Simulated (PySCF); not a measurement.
C$_{6}$H$_{7}$FSSi

```yaml
atoms:
  - { symbol: C, position_ang: [-1.1703, 3.2729, -0.2678] }
  - { symbol: C, position_ang: [-0.8605, 2.3323, 0.4132] }
  - { symbol: Si, position_ang: [-0.4926, 0.8355, 1.4308] }
  - { symbol: F, position_ang: [-0.2269, 1.3013, 2.9461] }
  - { symbol: C, position_ang: [0.9723, -0.0722, 0.7911] }
  - { symbol: C, position_ang: [1.8759, -0.7448, 0.3609] }
  - { symbol: C, position_ang: [2.9776, -1.5282, -0.1413] }
  - { symbol: S, position_ang: [-2.2075, -0.4627, 1.4923] }
  - { symbol: C, position_ang: [-2.2897, -0.8933, -0.2748] }
  - { symbol: H, position_ang: [-1.4217, 4.1104, -0.8529] }
  - { symbol: H, position_ang: [2.7742, -1.8432, -1.1647] }
  - { symbol: H, position_ang: [3.1166, -2.4119, 0.4812] }
  - { symbol: H, position_ang: [3.8922, -0.9360, -0.1264] }
  - { symbol: H, position_ang: [-1.3516, -1.3433, -0.5854] }
  - { symbol: H, position_ang: [-2.4954, -0.0017, -0.8595] }
  - { symbol: H, position_ang: [-3.1000, -1.6061, -0.3866] }
```

Geometry: GFN2-xTB.

Computed with PySCF, CAM-B3LYP/def2-SVPD, SCF density, gas phase.

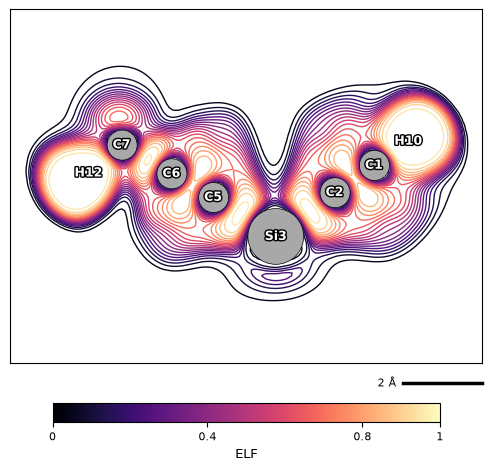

Figure 1. ELF on the plane of atoms C2, Si3 and C5. Grey discs cover the atomic cores.

Read the bonding off the picture.

Answer. The section cuts through C, Si and H sites. C–C (1.20 Å): the ELF peaks at about 0.85 between the atoms (a multiple bond). C–Si (1.84 Å): the ELF peaks at about 0.95 between the atoms; a covalent bond. C–H (1.05 Å): the ELF climbs to about 1 towards the hydrogen, as it does in any bond to H: an ordinary covalent bond to hydrogen.

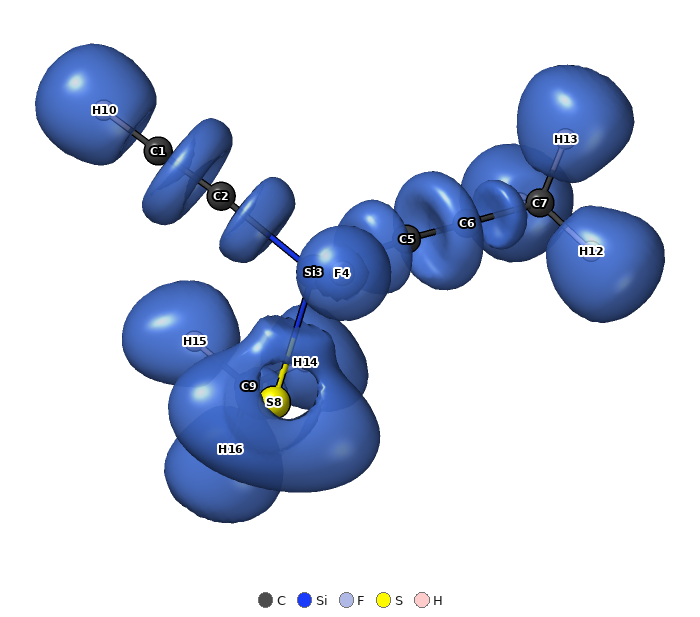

Figure 2. Isosurface of the electron localisation function at 0.8 (blue), seen at a tilt. Only the valence region is drawn (cores and ρ < 0.01 e/Å³ removed).

Describe the localisation domains.

Answer. At this value the surface marks out three regions between bonded C–C atoms (shared pairs), one region between bonded C–S atoms (shared pairs), two regions between bonded C–Si atoms (shared pairs), seven regions around hydrogen nuclei, one region on S in which the atom's valence shell and bonds are merged and one region wrapped around F (its lone pairs, merged into a ring or cap).


 Si–F (1.61 Å): the ELF peaks at about 0.85 in the valence shell of F, 0.6 Å from its nucleus, and is about 0.50 at the midpoint.

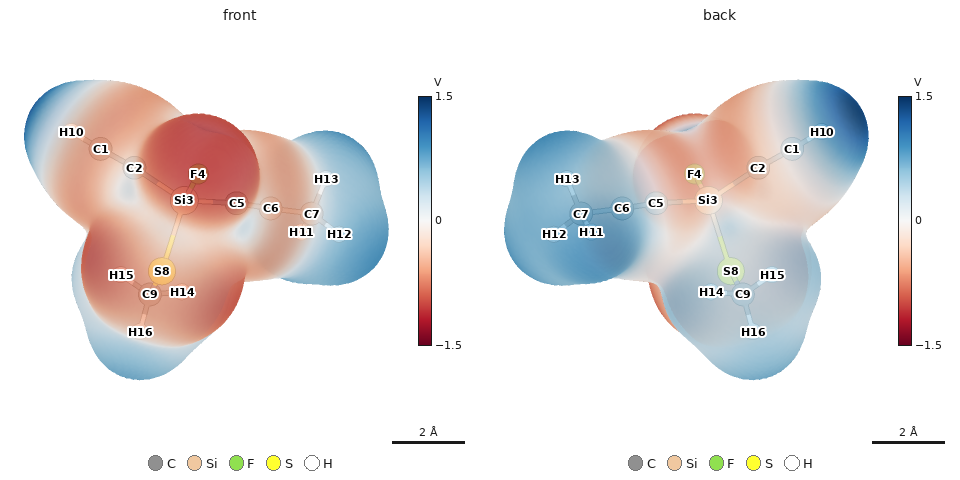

Figure 3. The electrostatic potential painted on the density surface at 0.001 e/bohr³, seen from the front and from behind; the colour scale runs from red (negative) to blue (positive).

Describe the electrostatic potential map.

Answer. The most negative region (about −1.1 V) lies over F4, the most positive (about +1.4 V) over H10.
